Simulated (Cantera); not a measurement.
Charge: 1 mol acetone, 0.3 mol NH₃, 4.7 mol H₂, equilibrated at 910000 Pa.

These are equilibrium values from Cantera (NASA tables, ideal gas, pure condensed phases), not measurements of a reactor. Candidate condensed phases: C, C₆H₆, C₇H₈, C₈H₁₈, H₂O; 136 gas species. The feed counts by its element totals alone. Kinetics and transport are ignored.

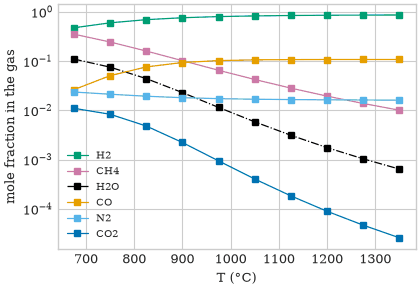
Equilibrium gas composition (values under 1e-9 drawn at 1e-9)

Q: Read off the mole fractions at 1275 °C.

A: H₂ about 0.86, CO about 0.11, N₂ about 0.016, CH₄ about 0.014, H₂O about 0.0010, CO₂ about 4.7e-5.
